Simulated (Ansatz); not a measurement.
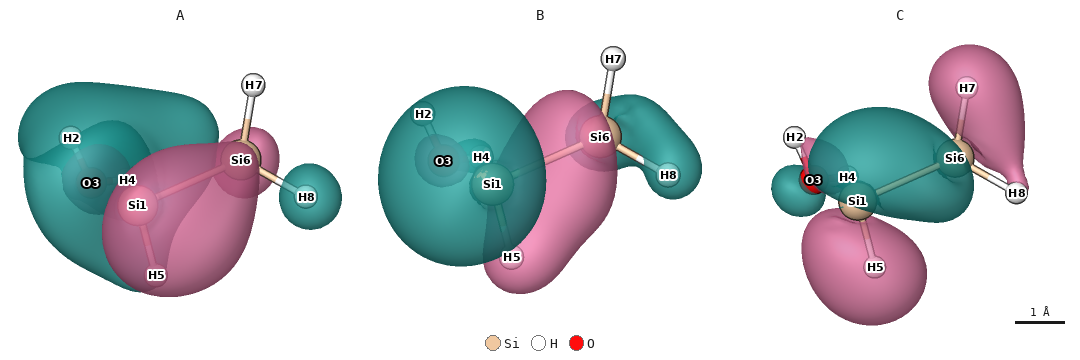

The picture shows: H4Si2···H2O. Three frontier orbitals at ±0.08 Å⁻³ᐟ² (teal and pink are the two phases), in no order.

Computed with Ansatz 0.2.0, RKS r2SCANh-D4/cc-pVDZ.

| atom | x (Å) | y (Å) | z (Å) |
| --- | --- | --- | --- |
| Si | -0.6227 | 0.5192 | 0.3496 |
| H | 1.4951 | -0.4835 | 1.4536 |
| O | 1.3700 | -0.1128 | 0.5671 |
| H | 1.5287 | -0.8524 | -0.0474 |
| H | -0.2303 | 1.0034 | -1.0506 |
| Si | -1.0562 | -1.6613 | -0.5716 |
| H | -1.5051 | -2.7050 | 0.4134 |
| H | -2.0066 | -1.7142 | -1.7305 |
| H | 0.2750 | -2.1941 | -1.0871 |

**Which picture is the HOMO−1, the HOMO and the LUMO?**

C is the HOMO−1 (−7.15 eV). By Hirshfeld shares it lies mainly on Si1 (about 40 %), Si6 (about 25 %), H5 (about 20 %) and H7 (about 10 %). B is the HOMO (−5.43 eV). Its weight (Hirshfeld) is mainly on Si1 (about 70 %) and Si6 (about 15 %). A is the LUMO (−1.51 eV). By Hirshfeld shares it lies mainly on Si1 (about 55 %), O3 (about 15 %), Si6 (about 10 %) and H2 (about 5 %).

**What is the HOMO–LUMO gap?**

3.92 eV between the orbital energies.
